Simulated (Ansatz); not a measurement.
# Fields on a plane of Sr3Ru2O7 (space group I4/mmm)

```
Sr3Ru2O7
1.0
   -1.90440     1.90440    10.21284
    1.90440    -1.90440    10.21284
    1.90440     1.90440   -10.21284
Sr Ru O
3 2 7
Direct
  0.50000   0.50000   0.00000
  0.68632   0.68632   0.00000
  0.31368   0.31368   0.00000
  0.09883   0.09883   0.00000
  0.90117   0.90117   0.00000
  0.90219   0.40219   0.50000
  0.09781   0.59781   0.50000
  0.40219   0.90219   0.50000
  0.59781   0.09781   0.50000
  0.80291   0.80291   0.00000
  0.19709   0.19709   0.00000
  0.00000   0.00000   0.00000
```

The slice is a (001) plane (indices of the conventional cell) through the point (0.000, 0.000, 0.000) (fractional), spanned by u = [101] and v = [011] in vectors of this cell: u (3.81 Å) and v (3.81 Å, at 90° to u). It covers one period; positions are fractions (u, v).

Atoms on it: Sr at (0.50, 0.50); O at (0.00, 0.00).

Level of theory: LDA (plane waves to 420 eV, PAW, scalar-relativistic; Ansatz, a quantum-chemistry and plane-wave program). k mesh 14×14×14. These are valence fields of a PAW run, semicore shells included where kept as valence: close to a nucleus they are smooth pseudo fields. Sr3Ru2O7 is run without spin polarisation and with no Hubbard U. Sr3Ru2O7 was relaxed with its symmetry unable to fall.

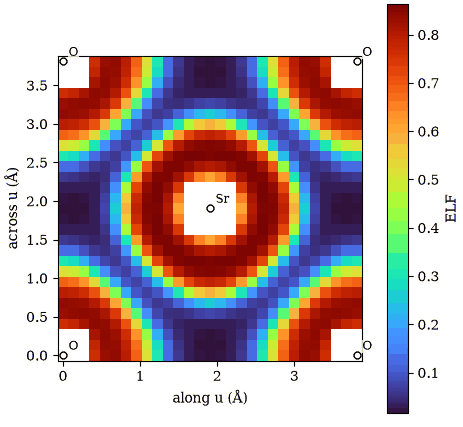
Figure. Electron localisation function (ELF), one period of the plane, atoms marked. Points within 0.4 Å of a nucleus are left white, as the pseudised field means little there.

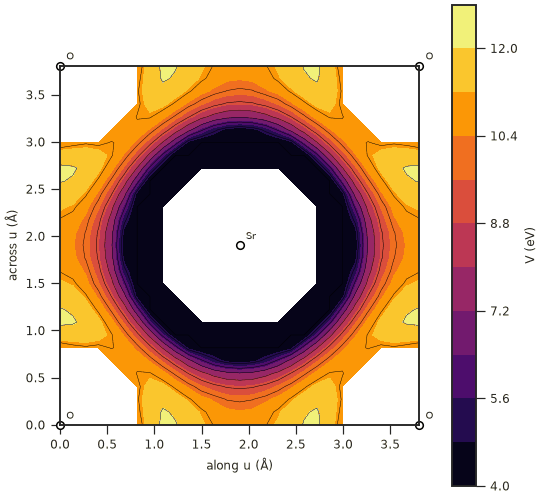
Electrostatic potential energy of an electron, from the cell's mean, in eV, one period of the plane, atoms marked. Points within 0.8 Å of a nucleus are left white, as the pseudised field means little there. Values under 4 eV are set to 4. The zero, the cell's mean, hangs on the PAW cores.
